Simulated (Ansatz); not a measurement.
## Electronic structure of C2H3Cl2Ga (SMILES C=[CH][Ga]([Cl])[Cl]) in real space

Input file:

```
crystal:
  periodic: [false, false, false]
  atoms:
    - {symbol: C, position_ang: [0.786911, 0.535067, 1.116899]}
    - {symbol: C, position_ang: [-0.133252, -0.318561, 0.676416]}
    - {symbol: Ga, position_ang: [-0.626258, -0.347728, -1.187178]}
    - {symbol: Cl, position_ang: [-2.087914, -1.657252, -2.020156]}
    - {symbol: Cl, position_ang: [0.304160, 0.986292, -2.573261]}
    - {symbol: H, position_ang: [1.081115, 0.570826, 2.163085]}
    - {symbol: H, position_ang: [1.287513, 1.235856, 0.454697]}
    - {symbol: H, position_ang: [-0.612285, -1.004500, 1.369497]}
basis:
  gaussian: {orbitals: def2-TZVPP}
hamiltonian: {xc: pbe0, dispersion: d4}
output: {orbitals: {seedname: orbitals}}
```

Launched as:

```sh
ansatz run in.yaml --threads 4 --pin off --events-out ev --progress --plain --max-ram 10444MiB
```

Geometry: PBE0-D4/def2-TZVP.

Level of theory: RKS PBE0-D4/def2-TZVPP in Ansatz 0.2.0.

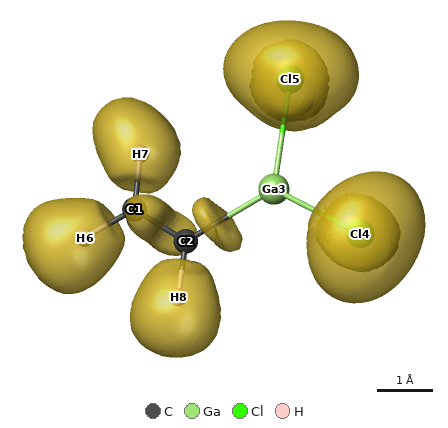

Figure 1. Isosurface of the electron localisation function at 0.8 (yellow), seen at a tilt. Core shells and regions of very low density are left out.

What do the ELF domains correspond to?

Answer. The surface consists of one region between bonded C–C atoms (shared pairs), three regions around hydrogen nuclei, one lobe of the valence shell of C pointing towards Ga (polar bonds) and two regions wrapped around Cl (the valence shell of each). Profiles from the grid: C–C (1.33 Å): the ELF peaks at about 0.90 between the atoms (a multiple bond). C–Ga (1.93 Å): the ELF peaks at about 0.90 in the valence shell of C, 0.7 Å from its nucleus, and is about 0.55 at the midpoint.

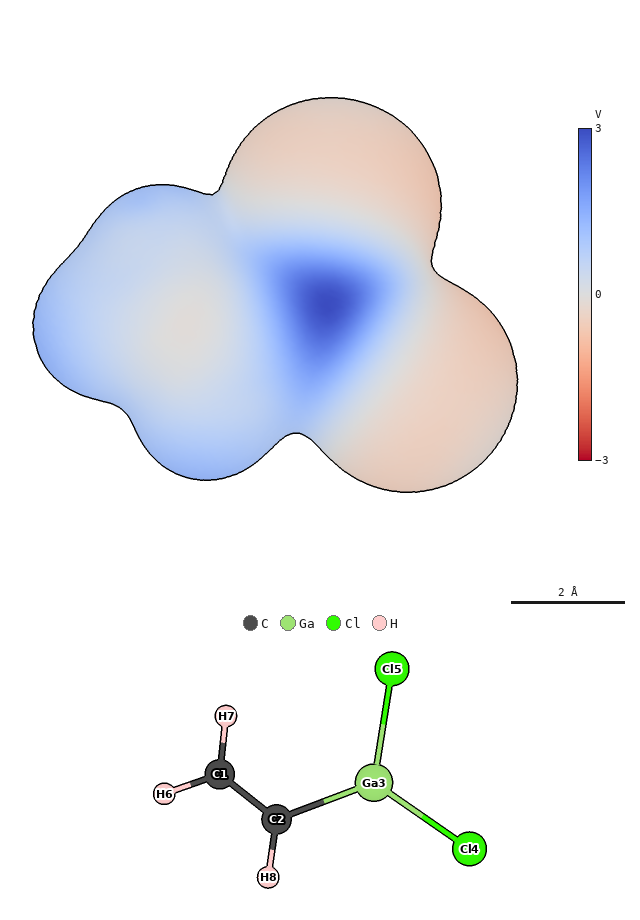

Figure 2. The electrostatic potential painted on the density surface at 0.002 e/bohr³, seen across its widest extent; the colour scale runs from red (negative) to blue (positive). The bare structure is drawn below in the same view.

Where is the surface potential most negative and most positive?

Answer. The most negative region (about −0.7 V) lies over Cl4 and Cl5, the most positive (about +2.9 V) over Ga3.

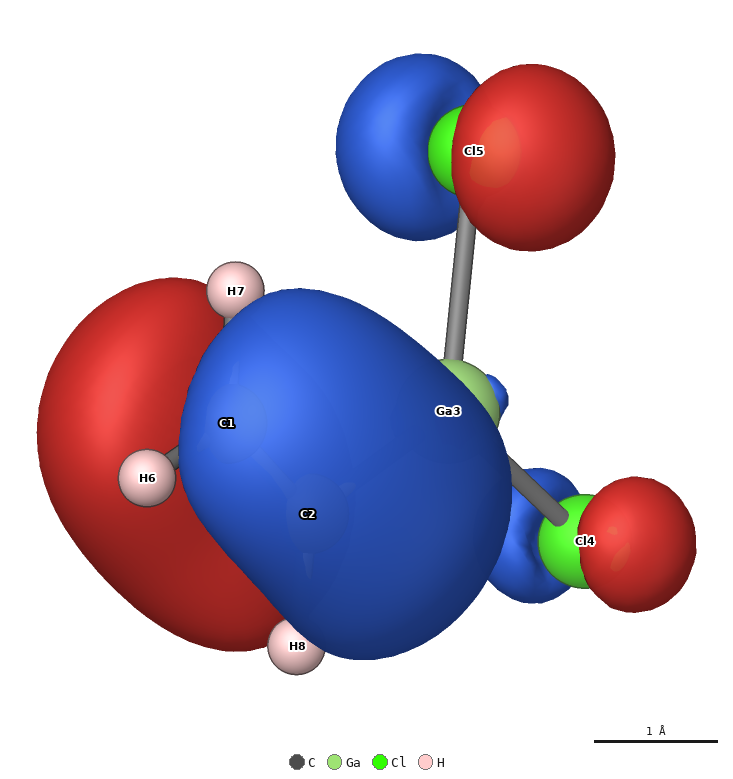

Figure 3. One frontier orbital at ±0.08 Å⁻³ᐟ² (red and blue are the two phases), seen at an oblique angle.

Which orbital is it: HOMO or LUMO?

Answer. The HOMO, at −8.74 eV. It lies mainly on C2 (about 40 %), C1 (about 40 %) and Cl5 (about 5 %); it changes sign across the molecular plane (π type); π-bonding across C1–C2.
